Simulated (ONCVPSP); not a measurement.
**Pseudopotential generation for Sr**

System: strontium (Sr, Z = 38), core [Ar] 3d10, reference valence 4s2 4p6 (an ion of charge +2), valence charge 10.
Method: ONCV potential, PBEsol, scalar-relativistic, made with ONCVPSP 4.0.1.

## Key numbers

- outcome: generated, with a ghost state
- cutoffs needed: 64 Ha and 84 Ha (the cutoffs at which the residual kinetic energy of the hardest occupied pseudo-wave falls to 1 and 0.1 mHa per electron)
- ghost test: GHOST(-) flagged for d at -1024.6 eV; no localised positive-energy state flagged (flags above 300 eV left out)
- largest excitation error: -4.5 meV (all-electron minus pseudo) for 4s2 4p6 4d1, out of 4 test configurations
- rms error of d²Exc/dni dnj: 4.44 mHa without and 4.64 mHa with the model core
- range over which the phases arctan(r R′/R) at the test radius agree within 0.05 rad (a looser test near the poles than one of phase shifts): s: over the whole range computed; p: up to about 2.3 Ha; d: over the whole range computed; f: not judged, local potential alone
- hardware: 1 CPU thread, shared host
- wall time: 5.9 s

## Notes

The potential has a bound ghost state, so it can't be used as it stands. Warnings of the program, in the generation or the tests: wellstate: moderately localized bound state found for n= 4 l= 2.

## Input
```
# ATOM AND REFERENCE CONFIGURATION
# atsym  z   nc   nv     iexc    psfile
  Sr 38.00    6    2  -116133      upf
#
#   n    l    f
    1    0    2.00
    2    0    2.00
    2    1    6.00
    3    0    2.00
    3    1    6.00
    3    2   10.00
    4    0    2.00
    4    1    6.00
#
# PSEUDOPOTENTIAL AND OPTIMIZATION
# lmax
    2
#
#   l,   rc,      ep,       ncon, nbas, qcut
    0    1.45    0.00    4    8    4.80
    1    1.45    0.00    4    7    6.10
    2    1.40    0.25    5   10    7.00
#
# LOCAL POTENTIAL
# lloc, lpopt,  rc(5),   dvloc0
    4    5    1.15    6.00
#
# VANDERBILT-KLEINMAN-BYLANDER PROJECTORs
# l, nproj, debl
    0    3    2.80
    1    1    3.90
    2    2    0.70
#
# MODEL CORE CHARGE
# icmod, fcfact, rcfact
    3    3.25    1.75
#
# LOG DERIVATIVE ANALYSIS
# epsh1, epsh2, depsh
   -4.00    5.00    0.02
#
# OUTPUT GRID
# rlmax, drl
    6.00    0.01
#
# TEST CONFIGURATIONS
# ncnf
    4
# nvcnf
#   n    l    f
    3
    4    0    2.00
    4    1    6.00
    5    0    2.00
#
    3
    4    0    2.00
    4    1    6.00
    5    0    1.00
#
    3
    4    0    2.00
    4    1    6.00
    5    0    1.50
#
    3
    4    0    2.00
    4    1    6.00
    4    2    1.00
#
```

Launched with:
```bash
oncvpsp.x < Sr.dat > Sr.out
```

## The program's output (extracts)
```
ONCVPSP  (Optimized Norm-Conservinng Vanderbilt PSeudopotential)
scalar-relativistic version 4.0.1

#   n    l    f        energy (Ha)
    1    0    2.00    -5.8580077E+02
    2    0    2.00    -7.9772570E+01
    2    1    6.00    -7.0956406E+01
    3    0    2.00    -1.2764637E+01
    3    1    6.00    -9.9203857E+00
    3    2   10.00    -5.2206851E+00
    4    0    2.00    -2.0104408E+00
    4    1    6.00    -1.3415544E+00

Reference configufation results
  iterations    20
  all-electron total energy (Ha)   -3.17695779D+03

Begin loop to  construct optimized pseudo wave functions
and semi-local pseudopoentials for all angular momenta

   Wellstate for l =  0  n =  6
     eigenvalue =   0.7896
     asymptotic potential =   1.2896
     half-point radius =  3.4855

   Wellstate for l =  0  n =  7
     eigenvalue =   3.5896
     asymptotic potential =   4.0896
     half-point radius =  3.0248

Calculating optimized projector #   1

 for l=   0

    Fraction of norm inside rc  0.625136
    Optimizing pswf for qcut=   4.79 a_B^-1,  ecut=  11.47 Ha
    Residual kinetic energy error=  9.05D-03 Ha

    Energy error per electron        Cutoff
         Ha          eV             Ha
         0.01000     0.27211       11.33
         0.00100     0.02721       64.17
         0.00010     0.00272       83.62
         0.00001     0.00027      111.49

Calculating optimized projector #   2

 for l=   0

    Fraction of norm inside rc  0.048971
    Optimizing pswf for qcut=   4.79 a_B^-1,  ecut=  11.47 Ha
    Residual kinetic energy error=  5.25D-03 Ha

    Energy error per electron        Cutoff
         Ha          eV             Ha
         0.01000     0.27211       10.14
         0.00100     0.02721       21.49
         0.00010     0.00272       48.80
         0.00001     0.00027       83.12

Calculating optimized projector #   3

 for l=   0

    Fraction of norm inside rc  0.039142
    Optimizing pswf for qcut=   4.79 a_B^-1,  ecut=  11.47 Ha
    Residual kinetic energy error=  2.55D-02 Ha

    Energy error per electron        Cutoff
         Ha          eV             Ha
         0.01000     0.27211       13.24
         0.00100     0.02721       28.90
         0.00010     0.00272       73.15
         0.00001     0.00027      133.65

Calculating optimized projector #   1

 for l=   1

    Fraction of norm inside rc  0.476307
    Optimizing pswf for qcut=   6.09 a_B^-1,  ecut=  18.53 Ha
    Residual kinetic energy error=  1.04D-03 Ha

    Energy error per electron        Cutoff
         Ha          eV             Ha
         0.01000     0.27211       11.37
         0.00100     0.02721       18.84
         0.00010     0.00272       58.29
         0.00001     0.00027       71.14

WARNING wellstate: moderately localized bound state found for n= 4 l=  2
WARNING scattering state with energy  0.05000000
WARNING will be used for the first projector

   Wellstate for l =  2  n =  5
     eigenvalue =   0.0500
     asymptotic potential =   0.5500
     half-point radius =  5.4096

   Wellstate for l =  2  n =  5
     eigenvalue =   0.7500
     asymptotic potential =   1.2500
     half-point radius =  3.0118

Calculating optimized projector #   1

 for l=   2

    Fraction of norm inside rc  0.074013
    Optimizing pswf for qcut=   7.00 a_B^-1,  ecut=  24.49 Ha
    Residual kinetic energy error=  2.87D-04 Ha

    Energy error per electron        Cutoff
         Ha          eV             Ha
         0.01000     0.27211        8.44
         0.00100     0.02721       16.64
         0.00010     0.00272       78.44
         0.00001     0.00027      185.17

Calculating optimized projector #   2

 for l=   2

    Fraction of norm inside rc  0.115163
    Optimizing pswf for qcut=   7.00 a_B^-1,  ecut=  24.49 Ha
    Residual kinetic energy error=  2.63D-03 Ha

    Energy error per electron        Cutoff
         Ha          eV             Ha
         0.01000     0.27211       12.43
         0.00100     0.02721       32.35
         0.00010     0.00272      145.26
         0.00001     0.00027      229.88

Construct Vanderbilt / Kleinmman-Bylander projectors

B matrix Hermiticity error, ll=   0
   1   2   -2.3494E-04
   1   3    4.4967E-04
   2   3    9.8655E-05

  Orthonormal projector coefficients  1.6380E+01  6.4229E+00  2.4390E+00

B matrix Hermiticity error, ll=   2
   1   2   -2.7767E-05

  Orthonormal projector coefficients -1.0035E+02  1.4221E+00

Model core correction analysis
  based on d2Exc/dn_idn_j

d2excae - all-electron derivatives

   -3.238143D-02   -2.865600D-02
   -2.865618D-02   -2.799108D-02

d2excps - pseudofunction derivatives with no core correction

   -3.873768D-02   -3.259527D-02
   -3.259615D-02   -3.074129D-02

rms 2nd derivative error    4.444292E-03

rmatch, rhocmatch    0.9380    4.8501

Teter function model core charge with specified parameters

d2excps - pseudofunction derivatives with core correction

   -2.660184D-02   -2.420811D-02
   -2.420800D-02   -2.435960D-02

rms 2nd derivative error    4.641157E-03

Pseudoatom total energy  -30.481459

Diagnostic tests using Vanderbilt-Kleinman-Bylander pseudopotentials
  1 or more projectors used as specified by nproj input data

   l    rcore       rmatch      e in        delta e   norm test  slope test

   0   1.4516669   1.4957427  -2.0104408  -0.0000127   1.0001044   1.0001270
   0   1.4516669   1.4957427   0.7895592   0.0000059   1.0003435   1.0003435
   0   1.4516669   1.4957427   3.5895592   0.0001329   1.0004304   1.0004304

   1   1.4516669   1.4957427  -1.3415544  -0.0000074   1.0000003   1.0000319

   2   1.4004871   1.4430089   0.0500000   0.0000332   1.0002024   1.0002024
   2   1.4004871   1.4430089   0.7500000   0.0000367   1.0002079   1.0002079

 Testing for bound ghosts
   n   l    E NL Schr. Eq   E Basis Diag.   E Cutoff

   1   0       -2.010453       -2.010177    165.23

   2   1       -1.341562       -1.339482     72.82

       2                      -37.651843    281.79  WARNING - GHOST(-)
   3   2       -0.485719       -0.428238    281.79

 Testing for highly-localized positive-energy ghosts
       l    <radius>/rc     E Basis Diag.   E Cutoff

       0        0.778825       12.779854    165.23  WARNING - GHOST(+)

       2        0.937749       44.314197    281.79  WARNING - GHOST(+)

Test configuration 0

   n   l     f        eae           eps        diff
   1   0  2.0000 -585.80076686
   2   0  2.0000  -79.77256961
   2   1  6.0000  -70.95640555
   3   0  2.0000  -12.76463710
   3   1  6.0000   -9.92038570
   3   2 10.0000   -5.22068510
   4   0  2.0000   -2.01044080   -2.01045348   -1.27D-05
   4   1  6.0000   -1.34155445   -1.34156189   -7.45D-06

    Total energies and differences
      AE_ref= -3.17695779D+03  AE_tst= -3.17695779D+03  dif=  0.00D+00
      PS_ref= -3.04814588D+01  PS_tst= -3.04814588D+01  dif= -3.55D-15
      PSP excitation error=  3.55D-15

Test configuration 1

   n   l     f        eae           eps        diff
   1   0  2.0000 -585.28184953
   2   0  2.0000  -79.25489988
   2   1  6.0000  -70.43867983
   3   0  2.0000  -12.24821790
   3   1  6.0000   -9.40405086
   3   2 10.0000   -4.70447635
   4   0  2.0000   -1.50210901   -1.50208798    2.10D-05
   4   1  6.0000   -0.83813607   -0.83831140   -1.75D-04
   5   0  2.0000   -0.12995384   -0.12990794    4.59D-05

    Total energies and differences
      AE_ref= -3.17695779D+03  AE_tst= -3.17757486D+03  dif= -6.17D-01
      PS_ref= -3.04814588D+01  PS_tst= -3.10984414D+01  dif= -6.17D-01
      PSP excitation error= -8.06D-05

Test configuration 2

   n   l     f        eae           eps        diff
   1   0  2.0000 -585.51877935
   2   0  2.0000  -79.49139398
   2   1  6.0000  -70.67519542
   3   0  2.0000  -12.48427814
   3   1  6.0000   -9.64008238
   3   2 10.0000   -4.94046327
   4   0  2.0000   -1.73548144   -1.73543232    4.91D-05
   4   1  6.0000   -1.06997547   -1.07005278   -7.73D-05
   5   0  1.0000   -0.30654424   -0.30646448    7.98D-05

    Total energies and differences
      AE_ref= -3.17695779D+03  AE_tst= -3.17735818D+03  dif= -4.00D-01
      PS_ref= -3.04814588D+01  PS_tst= -3.08818170D+01  dif= -4.00D-01
      PSP excitation error= -3.01D-05

Test configuration 3

   n   l     f        eae           eps        diff
   1   0  2.0000 -585.39407586
   2   0  2.0000  -79.36695841
   2   1  6.0000  -70.55074642
   3   0  2.0000  -12.36010957
   3   1  6.0000   -9.51593133
   3   2 10.0000   -4.81633933
   4   0  2.0000   -1.61296057   -1.61291978    4.08D-05
   4   1  6.0000   -0.94838925   -0.94851748   -1.28D-04
   5   0  1.5000   -0.21591106   -0.21584351    6.75D-05

    Total energies and differences
      AE_ref= -3.17695779D+03  AE_tst= -3.17748865D+03  dif= -5.31D-01
      PS_ref= -3.04814588D+01  PS_tst= -3.10122568D+01  dif= -5.31D-01
      PSP excitation error= -5.82D-05

Test configuration 4

   n   l     f        eae           eps        diff
   1   0  2.0000 -585.44457425
   2   0  2.0000  -79.41071710
   2   1  6.0000  -70.59504941
   3   0  2.0000  -12.40465974
   3   1  6.0000   -9.56041167
   3   2 10.0000   -4.86025719
   4   0  2.0000   -1.65835342   -1.65868298   -3.30D-04
   4   1  6.0000   -0.99807908   -0.99808077   -1.69D-06
   4   2  1.0000   -0.20198627   -0.20184778    1.38D-04

    Total energies and differences
      AE_ref= -3.17695779D+03  AE_tst= -3.17729442D+03  dif= -3.37D-01
      PS_ref= -3.04814588D+01  PS_tst= -3.08179219D+01  dif= -3.36D-01
      PSP excitation error= -1.67D-04
```

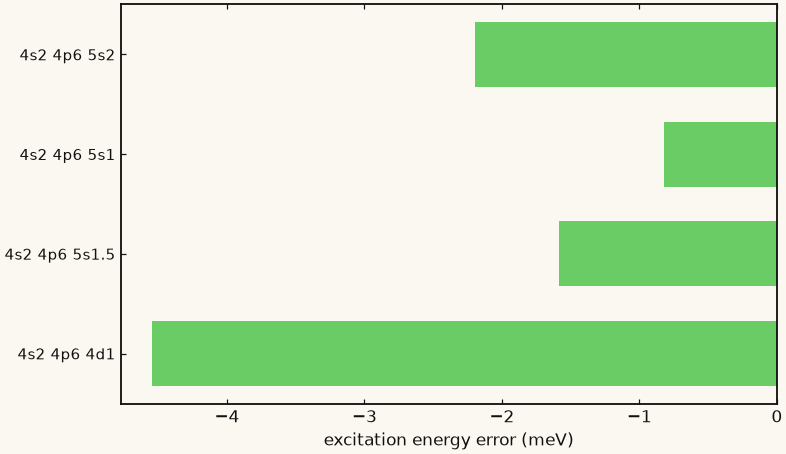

Figure 1. Errors, all-electron minus pseudo, of the energies of valence configurations relative to the unpolarised reference 4s2 4p6.

- Worst configuration: 4s2 4p6 4d1 (charge +1): the error is -4.5 meV on an all-electron energy of -9.16 eV relative to the reference, or 0.05 %.
- Errors in meV: 4s2 4p6 5s2: -2.2; 4s2 4p6 5s1: -0.8; 4s2 4p6 5s1.5: -1.6; 4s2 4p6 4d1: -4.5.
- Configurations within 10 meV and within 50 meV: 4 and 4 of 4. The potential isn't sound: its ghost test gives GHOST(-) flagged for d at -1024.6 eV; no localised positive-energy state flagged (flags above 300 eV left out).

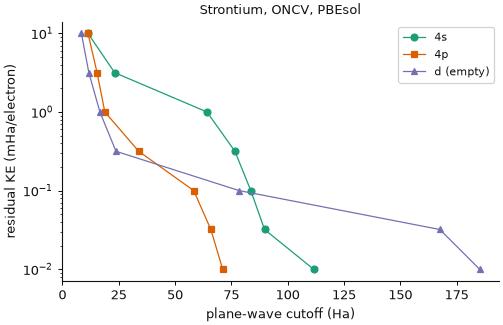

Figure 2. Residual kinetic energy of the pseudo-waves (the first of each channel, and further valence shells) beyond the plane-wave cutoff, as the generator prints it.

- Cutoffs for 1 mHa per electron: 4s: 64 Ha; 4p: 19 Ha; d (empty): 17 Ha.
- Cutoffs for the occupied states: 64 Ha for 1 mHa and 84 Ha for 0.1 mHa per electron. The first is set by 4s.
- Hardest wave at 1 mHa per electron: 4s, with rc = 1.45 bohr and qcut = 4.8 1/bohr. The optimisation minimises, but can't always remove, the kinetic energy above qcut²/2 = 11.5 Ha, and a larger rc would as a rule soften the wave at some cost in transferability.

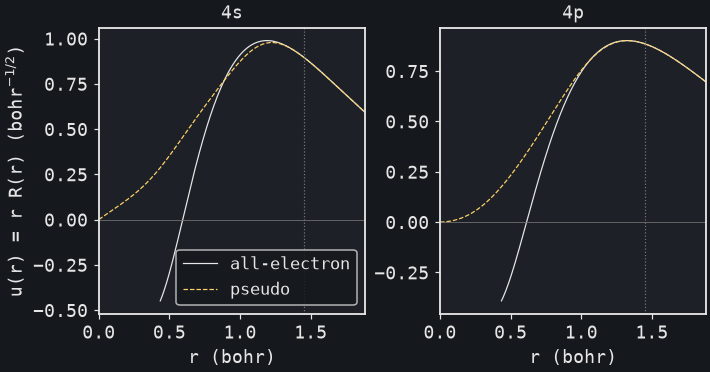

Figure 3. All-electron valence functions (solid) with their pseudo partners (dashed). Dotted lines mark the matching radii. The innermost oscillations of some all-electron curves aren't drawn. Pseudo-waves: 4s has no node; 4p has no node.

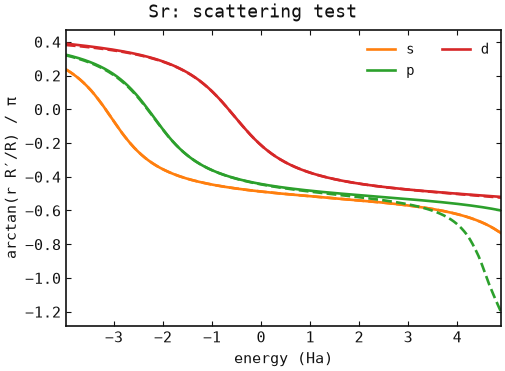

Figure 4. Unwrapped phase arctan(r R′/R) in units of π against energy, all-electron (solid) and pseudo (dashed); the pseudo phase is matched to the all-electron one at the reference energy. Here R(r) is the radial function. Not drawn: f: not judged.

- Range over which the phases agree within 0.05 rad: s: over the whole range drawn; p: up to about 2.3 Ha; d: over the whole range drawn.
- Ghost states: Going away from the reference energies, the phases part by more than π/2 in: p at about 4.7 Ha (above its reference energy, pseudo phase lower). Such a step is either a state that only one of the two atoms has or an ordinary level shifted in energy. The separate test gives: GHOST(-) flagged for d at -1024.6 eV; no localised positive-energy state flagged (flags above 300 eV left out). The bound ghosts lie below the range of the plot.
